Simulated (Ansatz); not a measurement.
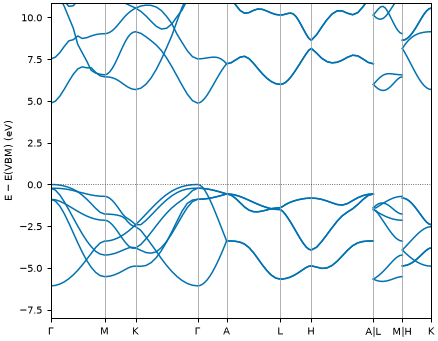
*Band structure from plane-wave PAW r²SCAN (Ansatz code)*

Task: Read off the gap and where the band edges lie.

Result: About 4.9 eV (4.87 eV by a search for the band edges); maximum at Γ, minimum at Γ.

The material is AlN (wurtzite, P6_3mc).

Symmetry was held in the r²SCAN relaxation; phonons on a q-mesh show no instability.

Potentials: the earlier of the program's two PAW sets.
